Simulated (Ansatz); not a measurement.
# BrGaH4O: two geometries relaxed, part 2 of 2

Aim: relax the geometries before and after the reaction (exchange4), and see whether they are two minima and how far apart in energy. Meant to form: Ga1–Br6, H5–O2; to break: Ga1–O2, H5–Br6. The start is a guess near the saddle point, from which both ends are pulled out.

Ansatz 0.2.0; RKS r2SCAN/def2-SVP. Earlier steps stand in the parts before.

## (4) Pulling towards end B

Springs on the bonds that form and break draw the guess towards this end; the thresholds are loose.

The input, input.yaml:

```yaml
crystal:
  periodic: [false, false, false]
  atoms:
    - { symbol: Ga, position_ang: [-0.8833, -0.5275, -0.3551] }
    - { symbol: O, position_ang: [0.8986, 0.7494, -0.4761] }
    - { symbol: H, position_ang: [-0.5546, -1.9648, -0.819] }
    - { symbol: H, position_ang: [-2.0952, 0.373, -0.6571] }
    - { symbol: H, position_ang: [0.914, 0.684, 0.7907] }
    - { symbol: Br, position_ang: [-0.0773, -0.1189, 2.32] }
    - { symbol: H, position_ang: [1.7977, 0.8048, -0.8034] }
basis:
  gaussian: { orbitals: def2-SVP }
hamiltonian:
  xc: r2scan
relax:
  f_tol: 0.15
  max_steps: 25
  restrain:
    - { distance: [0, 5], at: 2.42, k: 30.0 }
    - { distance: [4, 1], at: 0.97, k: 30.0 }
    - { distance: [0, 1], at: 3.18, k: 30.0 }
    - { distance: [4, 5], at: 2.81, k: 30.0 }
```

The run is started by

```bash
ansatz run input.yaml --threads 2 --pin off --max-ram 3072MiB --backend cpu --events-out ev --progress --plain --runs-dir out
```

Output:

```text
Warning: RAYON_NUM_THREADS=2 ignored (pool sized by the plan → 2); use --threads N
The last accepted step is kept in <dir> (removed where the run ends without a failure and the disk answers)
Engine: ansatz 0.2.0, aarch64-unknown-linux-gnu
Functional definition: r2SCAN
  parameter k0 = 0.174
  parameter k1 = 0.065
  parameter a1 = 4.9479
  exchange = r2scan_x(k0 = k0, k1 = k1, a1 = a1)
  correlation = r2scan_c
1075 factors; their error is unknown
mean field evaluation 1: about -124514.3994 eV, gradient 5.2e1 eV
mean field evaluation 2: about -124493.6435 eV, gradient 1.1e2 eV
mean field evaluation 4: about -124518.7521 eV, gradient 8.8e0 eV
mean field evaluation 8: about -124518.8072 eV, gradient 1.0e-1 eV
mean field evaluation 16: about -124518.8073 eV, gradient 3.8e-5 eV
mean field -124518.80725691 eV, -4575.9817648125 hartree, gradient 3.8e-5 eV, S^2 0.000000; 0 other end points of the search recorded, 0 dependent functions left out
the calculation of the forces begins
reference -124518.80726793 eV, -4575.9817652174 hartree; 39, 39 occupied and 59, 59 virtual orbitals, 1075 factors
relax step   1: F+E_penalty+E_count = -124518.80725691 eV  Δ(F+E_penalty+E_count) = +0.000e0 eV  max|allowed force component| = 3.694e0 eV/Å  E_restraint = 28.36797710 eV  max|allowed force component, restraints' pulls added| = 3.069e1 eV/Å  Δτ_max = 0.0000 Å  (27 SCF iters, accepted)
  distance Ga 0 - Br 5 = 2.8236 Å
  distance H 4 - O 1 = 1.2686 Å
  distance Ga 0 - O 1 = 2.1955 Å
  distance H 4 - Br 5 = 1.9915 Å
these checks for a lower state are left out or cut short: starts, cluster_reference, orbital_swaps, neighbouring_geometries, increment
1075 factors; their error is unknown
mean field -124519.11230353 eV, -4575.9929750691 hartree, gradient 1.9e-5 eV, S^2 0.000000; 0 other end points of the search recorded, 0 dependent functions left out
the calculation of the forces begins
reference -124519.11231442 eV, -4575.9929754693 hartree; 39, 39 occupied and 59, 59 virtual orbitals, 1075 factors
relax step   2: F+E_penalty+E_count = -124519.11230353 eV  Δ(F+E_penalty+E_count) = -3.050e-1 eV  max|allowed force component| = 4.269e0 eV/Å  E_restraint = 12.41221647 eV  max|allowed force component, restraints' pulls added| = 1.803e1 eV/Å  Δτ_max = 0.1940 Å  (33 SCF iters, accepted)
  distance Ga 0 - Br 5 = 2.7238 Å
  distance H 4 - O 1 = 1.0868 Å
  distance Ga 0 - O 1 = 2.5054 Å
  distance H 4 - Br 5 = 2.2938 Å
these checks for a lower state are left out or cut short: starts, cluster_reference, orbital_swaps, neighbouring_geometries, increment
1075 factors; their error is unknown
mean field evaluation 32: about -124519.3075 eV, gradient 1.6e-5 eV
mean field -124519.30747749 eV, -4576.0001475795 hartree, gradient 1.6e-5 eV, S^2 0.000000; 0 other end points of the search recorded, 0 dependent functions left out
the calculation of the forces begins
reference -124519.30748815 eV, -4576.0001479716 hartree; 39, 39 occupied and 59, 59 virtual orbitals, 1075 factors
relax step   3: F+E_penalty+E_count = -124519.30747749 eV  Δ(F+E_penalty+E_count) = -1.952e-1 eV  max|allowed force component| = 3.243e0 eV/Å  E_restraint = 3.72640653 eV  max|allowed force component, restraints' pulls added| = 7.588e0 eV/Å  Δτ_max = 0.1938 Å  (32 SCF iters, accepted)
  distance Ga 0 - Br 5 = 2.5918 Å
  distance H 4 - O 1 = 0.9508 Å
  distance Ga 0 - O 1 = 2.7930 Å
  distance H 4 - Br 5 = 2.5477 Å
these checks for a lower state are left out or cut short: starts, cluster_reference, orbital_swaps, neighbouring_geometries, increment
1075 factors; their error is unknown
mean field -124519.40683130 eV, -4576.0037987650 hartree, gradient 4.0e-6 eV, S^2 0.000000; 0 other end points of the search recorded, 0 dependent functions left out
the calculation of the forces begins
reference -124519.40684206 eV, -4576.0037991604 hartree; 39, 39 occupied and 59, 59 virtual orbitals, 1075 factors
relax step   4: F+E_penalty+E_count = -124519.40683130 eV  Δ(F+E_penalty+E_count) = -9.935e-2 eV  max|allowed force component| = 1.283e0 eV/Å  E_restraint = 0.11932226 eV  max|allowed force component, restraints' pulls added| = 2.230e0 eV/Å  Δτ_max = 0.1945 Å  (34 SCF iters, accepted)
  distance Ga 0 - Br 5 = 2.4211 Å
  distance H 4 - O 1 = 0.9499 Å
  distance Ga 0 - O 1 = 3.0980 Å
  distance H 4 - Br 5 = 2.7813 Å
these checks for a lower state are left out or cut short: starts, cluster_reference, orbital_swaps, neighbouring_geometries, increment
1075 factors; their error is unknown
mean field -124519.47269260 eV, -4576.0062191231 hartree, gradient 8.9e-5 eV, S^2 0.000000; 0 other end points of the search recorded, 0 dependent functions left out
the calculation of the forces begins
reference -124519.47270354 eV, -4576.0062195251 hartree; 39, 39 occupied and 59, 59 virtual orbitals, 1075 factors
relax step   5: F+E_penalty+E_count = -124519.47269260 eV  Δ(F+E_penalty+E_count) = -6.586e-2 eV  max|allowed force component| = 7.683e-1 eV/Å  E_restraint = 0.03604202 eV  max|allowed force component, restraints' pulls added| = 6.918e-1 eV/Å  Δτ_max = 0.1999 Å  (31 SCF iters, accepted)
  distance Ga 0 - Br 5 = 2.4042 Å
  distance H 4 - O 1 = 0.9665 Å
  distance Ga 0 - O 1 = 3.1340 Å
  distance H 4 - Br 5 = 2.8049 Å
these checks for a lower state are left out or cut short: starts, cluster_reference, orbital_swaps, neighbouring_geometries, increment
1075 factors; their error is unknown
mean field -124519.35209106 eV, -4576.0017870984 hartree, gradient 6.6e-5 eV, S^2 0.000000; 0 other end points of the search recorded, 0 dependent functions left out
the calculation of the forces begins
reference -124519.35210183 eV, -4576.0017874939 hartree; 39, 39 occupied and 59, 59 virtual orbitals, 1075 factors
relax step   6: F+E_penalty+E_count = -124519.35209106 eV  Δ(F+E_penalty+E_count) = +1.206e-1 eV  max|allowed force component| = 2.762e0 eV/Å  E_restraint = 0.03249431 eV  max|allowed force component, restraints' pulls added| = 2.834e0 eV/Å  Δτ_max = 0.1932 Å  (32 SCF iters, rejected (line search))
  distance Ga 0 - Br 5 = 2.4024 Å
  distance H 4 - O 1 = 1.0100 Å
  distance Ga 0 - O 1 = 3.1640 Å
  distance H 4 - Br 5 = 2.8081 Å
these checks for a lower state are left out or cut short: starts, cluster_reference, orbital_swaps, neighbouring_geometries, increment
1075 factors; their error is unknown
mean field -124519.51672545 eV, -4576.0078373004 hartree, gradient 2.0e-5 eV, S^2 0.000000; 0 other end points of the search recorded, 0 dependent functions left out
the calculation of the forces begins
reference -124519.51673640 eV, -4576.0078377027 hartree; 39, 39 occupied and 59, 59 virtual orbitals, 1075 factors
relax step   7: F+E_penalty+E_count = -124519.51672545 eV  Δ(F+E_penalty+E_count) = -4.403e-2 eV  max|allowed force component| = 6.421e-1 eV/Å  E_restraint = 0.01297862 eV  max|allowed force component, restraints' pulls added| = 9.474e-2 eV/Å  Δτ_max = 0.0966 Å  (27 SCF iters, accepted)
  distance Ga 0 - Br 5 = 2.3945 Å
  distance H 4 - O 1 = 0.9710 Å
  distance Ga 0 - O 1 = 3.1654 Å
  distance H 4 - Br 5 = 2.8111 Å
1075 factors; their error is unknown
mean field evaluation 64: about -124519.1474 eV, gradient 1.3e1 eV
mean field -124519.51672545 eV, -4576.0078373004 hartree, gradient 2.0e-5 eV, S^2 0.000000; 1 other end points of the search recorded, 0 dependent functions left out
the calculation of the forces begins
reference -124519.51673640 eV, -4576.0078377027 hartree; 39, 39 occupied and 59, 59 virtual orbitals, 1075 factors
Total energy: -124519.51673640 eV, -4576.0078377027 hartree
Atom 0 at    -1.208050    -0.748364    -0.087248 Å, force     0.600891     0.388898     0.561522 eV/Å
Atom 1 at     1.270108     1.174906    -0.511257 Å, force    -0.416590    -0.251542     0.011627 eV/Å
Atom 2 at    -0.611280    -2.013528    -0.764200 Å, force    -0.017995     0.045414     0.007945 eV/Å
Atom 3 at    -2.281160     0.286180    -0.515688 Å, force     0.014761    -0.047627     0.011352 eV/Å
Atom 4 at     1.206911     1.119880     0.456106 Å, force     0.058671    -0.016217    -0.021731 eV/Å
Atom 5 at    -0.408386    -0.438658     2.148410 Å, force    -0.236853    -0.097840    -0.642098 eV/Å
Atom 6 at     2.031757     0.619583    -0.726122 Å, force    -0.002885    -0.021086     0.071383 eV/Å
Dipole moment:     0.156456    -0.190189    -0.278237 e Å
```

It took 41 s on 2 threads of Arm Neoverse N1, shared host; peak memory 0.16 GiB.

Step by step:

| step | energy from step 1 (eV) | largest force component (eV/Å) |
| --- | --- | --- |
| 1 | 0.0000 | 3.6941 |
| 2 | -0.3050 | 4.2695 |
| 3 | -0.5002 | 3.2426 |
| 4 | -0.5996 | 1.2834 |
| 5 | -0.6654 | 0.7683 |
| 6x | -0.5448 | 2.7621 |
| 7 | -0.7095 | 0.6421 |

Step 1 is the start. 1 step was tried and not accepted (marked x). Energies and forces in the table leave out the springs, which the log lists apart; the run stops on the force with the springs' pull added.

After: Bond lengths: Ga1–H3 1.554 Å, Ga1–H4 1.551 Å, O2–H5 0.971 Å, Ga1–Br6 2.394 Å, O2–H7 0.967 Å. Angles: H3–Ga1–H4 133.5°, H3–Ga1–Br6 112.6°, H4–Ga1–Br6 113.7°, H5–O2–H7 103.9°.

Pairs that crossed the distance rule for bonds on the way: came closer O2–H5; moved apart Ga1–O2.

## (5) End point B

It starts where the restrained run ended.

The input, input.yaml:

```yaml
crystal:
  periodic: [false, false, false]
  atoms:
    - { symbol: Ga, position_ang: [-1.20805, -0.748364, -0.087248] }
    - { symbol: O, position_ang: [1.270108, 1.174906, -0.511257] }
    - { symbol: H, position_ang: [-0.61128, -2.013528, -0.7642] }
    - { symbol: H, position_ang: [-2.28116, 0.28618, -0.515688] }
    - { symbol: H, position_ang: [1.206911, 1.11988, 0.456106] }
    - { symbol: Br, position_ang: [-0.408386, -0.438658, 2.14841] }
    - { symbol: H, position_ang: [2.031757, 0.619583, -0.726122] }
basis:
  gaussian: { orbitals: def2-SVP }
hamiltonian:
  xc: r2scan
relax:
  f_tol: 0.03
  max_steps: 50
```

The run is started by

```bash
ansatz run input.yaml --threads 2 --pin off --max-ram 3072MiB --backend cpu --events-out ev --progress --plain --runs-dir out
```

Output, shortened:

```text
Warning: RAYON_NUM_THREADS=2 ignored (pool sized by the plan → 2); use --threads N
[...]
[... 1 set-up line as earlier in the session ...]
[...]
1075 factors; their error is unknown
[...]
mean field -124519.51675041 eV, -4576.0078382178 hartree, gradient 4.3e-5 eV, S^2 0.000000; 0 other end points of the search recorded, 0 dependent functions left out
[...]
reference -124519.51676134 eV, -4576.0078386194 hartree; 39, 39 occupied and 59, 59 virtual orbitals, 1075 factors
relax step   1: F+E_penalty+E_count = -124519.51675041 eV  Δ(F+E_penalty+E_count) = +0.000e0 eV  max|allowed force component| = 6.422e-1 eV/Å  Δτ_max = 0.0000 Å  (26 SCF iters, accepted)
[...]
relax step   7: F+E_penalty+E_count = -124520.11573477 eV  Δ(F+E_penalty+E_count) = -5.923e-3 eV  max|allowed force component| = 6.913e-2 eV/Å  Δτ_max = 0.0305 Å  (27 SCF iters, accepted)
[...]
mean field -124520.11704073 eV, -4576.0298984802 hartree, gradient 7.5e-5 eV, S^2 0.000000; 1 other end points of the search recorded, 0 dependent functions left out
[...]
reference -124520.11705122 eV, -4576.0298988655 hartree; 39, 39 occupied and 59, 59 virtual orbitals, 1075 factors
Total energy: -124520.11705122 eV, -4576.0298988655 hartree
Atom 0 at    -0.827127    -0.478875    -0.113048 Å, force     0.003966     0.007411     0.003761 eV/Å
Atom 1 at     0.837285     0.828947    -0.445357 Å, force     0.003572    -0.014642    -0.029848 eV/Å
Atom 2 at    -0.270491    -1.763623    -0.800273 Å, force     0.005882    -0.001198    -0.005071 eV/Å
Atom 3 at    -2.021426     0.417267    -0.539154 Å, force    -0.004753    -0.000005    -0.001732 eV/Å
Atom 4 at     1.063821     1.056883     0.476374 Å, force     0.014996    -0.004150     0.007575 eV/Å
Atom 5 at    -0.391858    -0.413434     2.210752 Å, force     0.000802     0.001097     0.000769 eV/Å
Atom 6 at     1.609696     0.352834    -0.789294 Å, force    -0.024465     0.011487     0.024547 eV/Å
Dipole moment:     0.645542     0.225559    -0.461178 e Å
```

Run time: 47 s. Hardware: 2 threads of Arm Neoverse N1, shared host; peak memory 0.16 GiB.

Step by step:

```csv
step,energy from step 1 (eV),largest force component (eV/Å)
1,0.0000,0.6422
2,-0.1460,0.8649
3,-0.3392,0.9564
4,-0.5505,0.5534
5,-0.5611,0.8142
6,-0.5931,0.3514
7,-0.5990,0.0691
8,-0.6003,0.0298
```

Step 1 is the start.

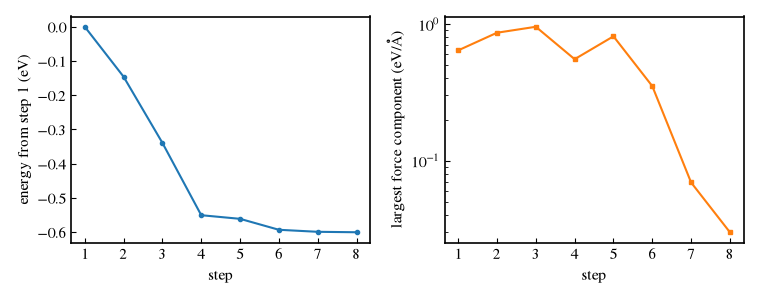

How energy and force went from step to step.

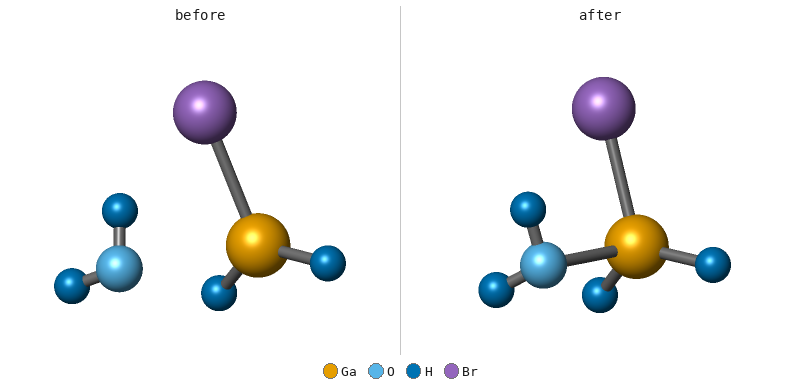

Before and after, at one scale.

After: Bond lengths: Ga1–O2 2.143 Å, Ga1–H3 1.560 Å, Ga1–H4 1.553 Å, O2–H5 0.976 Å, Ga1–Br6 2.365 Å, O2–H7 0.970 Å. Angles: Ga1–O2–H5 100.2°, Ga1–O2–H7 112.0°, H5–O2–H7 105.3°, O2–Ga1–H3 99.0°, O2–Ga1–H4 101.7°, O2–Ga1–Br6 89.6°, H3–Ga1–H4 129.0°, H3–Ga1–Br6 113.0°, H4–Ga1–Br6 113.3°.

Pairs that crossed the distance rule for bonds on the way: came closer Ga1–O2.

## (6) Results

What follows sums up all 2 parts.

```
                           quantity                     value
                              end A  12 moves, 1.384 eV lower
                              end B   7 moves, 0.600 eV lower
largest difference between the ends                    0.02 Å
            end B relative to end A                 -0.000 eV
```

What this shows: The two relaxations end at one structure, within 0.02 Å: no second minimum was found from this start, which doesn't rule one out.
